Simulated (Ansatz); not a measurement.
# Two runs on C₆H₃FSi

System: C₆H₃FSi.
Method of run 1: RKS SPW92 (LDA)/def2-TZVPP (Ansatz 0.2.0).

The geometry comes from this level: PBE0-D4/def2-TZVP. Text and figures count atoms from 1; the logs count them from 0 in places.

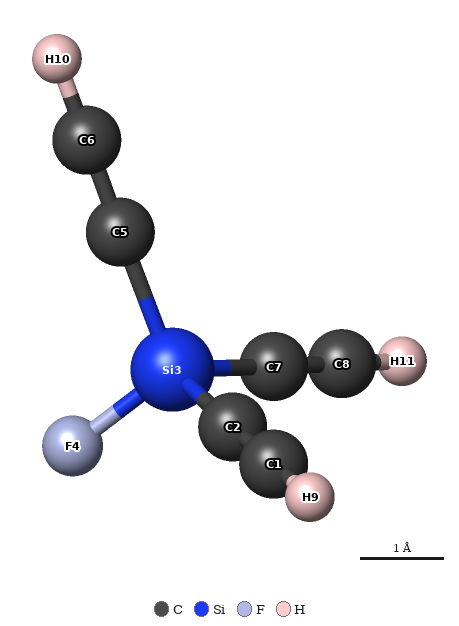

Fig. 1: The structure as given in the input (ball-and-stick view, seen at a tilt; atoms are numbered from 1 in the order of the input).

### Input, run 1
```yaml
crystal:
  periodic: [false, false, false]
  atoms:
    - {symbol: C, position_ang: [-0.712254, -0.012278, 2.781165]}
    - {symbol: C, position_ang: [-0.670389, 0.038655, 1.577898]}
    - {symbol: Si, position_ang: [-0.583785, 0.110683, -0.228270]}
    - {symbol: F, position_ang: [-2.038247, 0.396273, -0.795155]}
    - {symbol: C, position_ang: [0.514273, 1.450987, -0.750575]}
    - {symbol: C, position_ang: [1.257390, 2.336629, -1.090598]}
    - {symbol: C, position_ang: [-0.004212, -1.470073, -0.891782]}
    - {symbol: C, position_ang: [0.395161, -2.521145, -1.325312]}
    - {symbol: H, position_ang: [-0.751845, -0.056900, 3.845792]}
    - {symbol: H, position_ang: [1.912977, 3.121454, -1.392668]}
    - {symbol: H, position_ang: [0.746329, -3.451487, -1.710197]}
basis:
  gaussian: {orbitals: def2-TZVPP}
hamiltonian: {xc: lda}
output: {orbitals: {seedname: orbitals}}
```

Command:
```bash
ansatz run in.yaml --threads 4 --pin off --events-out ev --progress --plain --max-ram 11315MiB
```

Hardware: 4 threads of AMD EPYC, 31 GiB of memory available, shared host.

### Output (run 1)
```
Functional definition: SPW92
  exchange = slater_x
  correlation = pw_c
1701 factors; their error is unknown
mean field evaluation 1: about -16739.6790 eV, gradient 9.2e1 eV
mean field evaluation 2: about -16720.2255 eV, gradient 1.3e2 eV
mean field evaluation 4: about -16758.3891 eV, gradient 1.7e1 eV
mean field evaluation 8: about -16759.0902 eV, gradient 4.1e-2 eV
mean field evaluation 16: about -16759.0574 eV, gradient 2.6e-4 eV
mean field -16759.05737271 eV, -615.8839987499 hartree, gradient 5.7e-5 eV, S^2 0.000000; 0 other end points of the search recorded, 0 dependent functions left out
reference -16759.05741916 eV, -615.8840004571 hartree; 31, 31 occupied and 270, 270 virtual orbitals, 1701 factors
Total energy: -16759.05741916 eV, -615.8840004571 hartree
```

The input of run 2 differs as follows (lines with − go, lines with + come):
```diff
-hamiltonian: {xc: lda}
+hamiltonian: {xc: {name: BLYP}, dispersion: d4}
```

How does run 2 compare with run 1?

The total energies belong to different models, so their difference says nothing on which is more stable or more accurate. The HOMO goes from −7.39 to −7.00 eV. The LUMO goes from −2.59 to −2.13 eV.

### Output (run 2)
```
Functional definition: BLYP
  parameter beta = 0.0042
  parameter a = 0.04918
  parameter b = 0.132
  parameter c = 0.2533
  parameter d = 0.349
  exchange = b88_x(beta = beta)
  correlation = lyp_c(a = a, b = b, c = c, d = d)
1701 factors; their error is unknown
mean field evaluation 1: about -16843.1163 eV, gradient 9.5e1 eV
mean field evaluation 2: about -16819.4464 eV, gradient 1.3e2 eV
mean field evaluation 4: about -16863.2085 eV, gradient 1.8e1 eV
mean field evaluation 8: about -16863.9285 eV, gradient 2.3e-1 eV
mean field evaluation 16: about -16863.8934 eV, gradient 1.4e-3 eV
mean field -16863.89342874 eV, -619.7366527486 hartree, gradient 2.8e-5 eV, S^2 0.000000; 0 other end points of the search recorded, 0 dependent functions left out
reference -16863.89386840 eV, -619.7366689060 hartree; 31, 31 occupied and 270, 270 virtual orbitals, 1701 factors
Total energy: -16864.53733405 eV, -619.7603158324 hartree
```

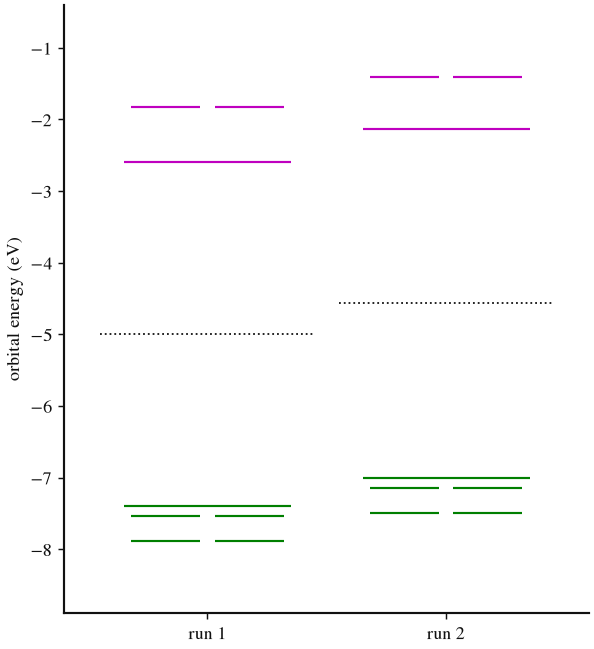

Fig. 2: The five highest filled and three lowest empty orbital energies of the two runs; the dotted lines part filled from empty levels. The HOMO–LUMO gap is 4.80 eV in run 1 and 4.86 eV in run 2.

### The two runs side by side

| quantity | run 1 | run 2 |
| --- | --- | --- |
| outcome | converged | converged |
| total energy (hartree) | −615.884000 | −619.760316 |
| HOMO (eV) | −7.39 | −7.00 |
| LUMO (eV) | −2.59 | −2.13 |
| basis functions | 301 | 301 |
| wall time (shared host) | 1 s | 1.5 s |
